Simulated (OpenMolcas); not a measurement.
# Exact exchange and the vertical ionisation energy of CHFGaN

CHFGaN has 5 atoms, charge 0, and is taken as a singlet. SMILES: `N#[C][GaH][F]`. The shape is that of a PBE0-D4/def2-TZVP optimisation.

The vertical ionisation energy (to the doublet cation) y, in eV, basis cc-pVDZ; a is the functional's share of exact exchange. Programs: OpenMolcas 26.06.

| functional | program | a | y (eV) |
| --- | --- | --- | --- |
| BLYP | OpenMolcas | 0 | 11.50 |
| TPSS | OpenMolcas | 0 | 11.71 |
| B3LYP | OpenMolcas | 0.2 | 12.23 |
| PBE0 | OpenMolcas | 0.25 | ? |
| BHLYP | OpenMolcas | 0.5 | 12.56 |

Task: Fit y = c + s·a to the known rows and predict PBE0.

Result: 
1. Means of the 4 rows: a = 0.1750, y = 12.000.
2. Σ(Δa)² = 0.1675, Σ(Δa·Δy) = 0.326, so the slope is 0.326/0.1675 = 1.9463.
3. Intercept: 12.000 − (1.9463) × 0.1750 = 11.659. The largest residual of the fit is 0.18.
4. PBE0: 11.659 + (1.9463) × 0.25 = 12.15 eV.

The run gave 12.31 eV, so the prediction is off by -0.16 eV, within the largest residual. The rows mix families of semi-local functionals, which the line can't see.

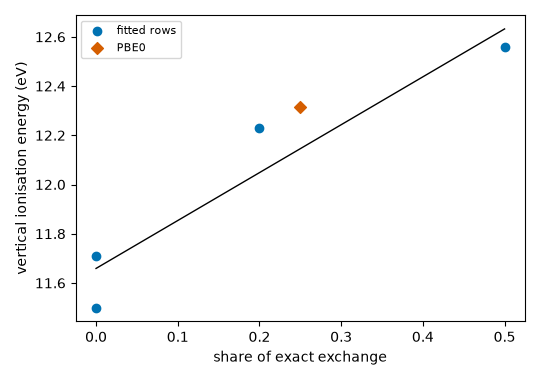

The fitted line, with the withheld row.
